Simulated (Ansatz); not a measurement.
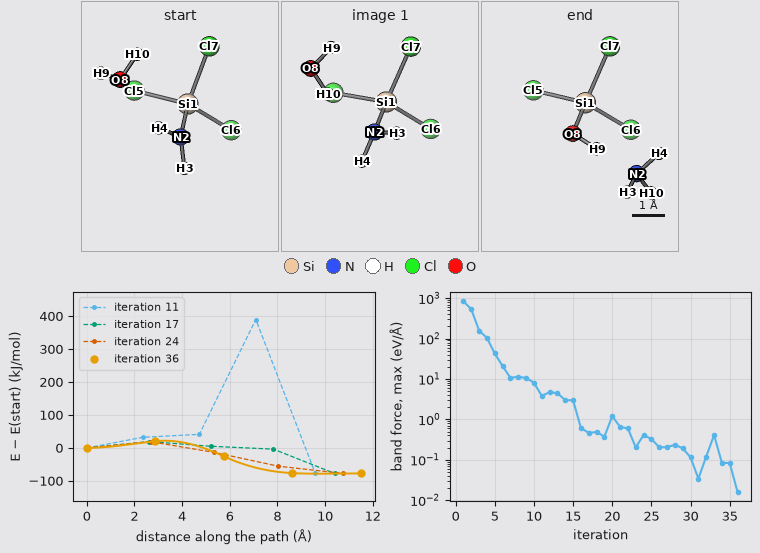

A nudged-elastic-band calculation for SiNH4OCl3. Images are numbered from 0 (start) to 4 (end). The plot follows the band through its iterations. A ball-and-stick model, seen from a free direction.

Level of theory: Ansatz 0.2.0, RKS PBE0-D4/6-31G*. Set-up: 3 movable images; no climbing image; force threshold 0.03 eV/Å; iteration limit 60; starting path through a guess of the saddle point.

**How did the profile develop, and is the result final?**

The run is converged, with reservations. The band converged in 36 iterations. The largest component of the band force went from 840 to 0.016 eV/Å. No image climbed, so the highest image needn't lie on the saddle point, and the true maximum along this path can be higher. So few images resolve the path coarsely. The first iteration put the highest image at 24085.4 kJ/mol. Forward barrier 20.5 kJ/mol, backward barrier 97.8 kJ/mol, with image 1 at the top; the reaction energy is −77.2 kJ/mol.

Cost: 4.8 min on 4 threads of Intel(R) Xeon(R) Platinum 8259CL CPU @ 2.50GHz (Skylake/Cascade Lake) (shared host), peak memory 0.33 GiB.
